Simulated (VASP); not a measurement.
Here is the system:

```xyz
9
Lattice="7.0372 0.0000 0.0000 -3.5186 6.0944 0.0000 0.0000 0.0000 3.3562" Properties=species:S:1:pos:R:3 pbc="T T T"
Ta     1.8498     0.0000     0.0000
Ta    -0.9249     1.6020     3.3562
Ta     2.5937     4.4924     0.0000
Ta     4.2183     0.0000     1.6781
Ta    -2.1092     3.6532     1.6781
Ta     1.4095     2.4413     1.6781
Si    -3.5186     6.0944     1.6781
Si     0.0000     4.0629     3.3562
Si     3.5186     2.0315     0.0000
```

Computed with PBEsol GGA, VASP's PBE PAW potentials (set 64) (plane waves; VASP). Numerical set-up: 400 eV cut-off, 6×6×10 Γ-centred mesh, tetrahedra with Blöchl corrections, potentials Ta_pv Si.

Unless said otherwise, spin-orbit coupling is left out, though it shifts the bands of the heavy elements here.

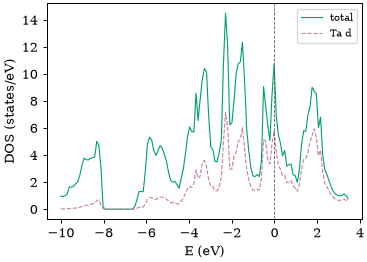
Fig. 1. Total and projected density of states, zero at the Fermi level

Within 2 eV below the Fermi level the largest weight inside VASP's projection spheres is Ta d.

It has no gap at this level: it comes out as a metal or semimetal.

The structure was generated: Ta2Si was put into the Fe2P type (P-62m), which need not be its known phase. It was relaxed first, which changed the volume by -9 %.
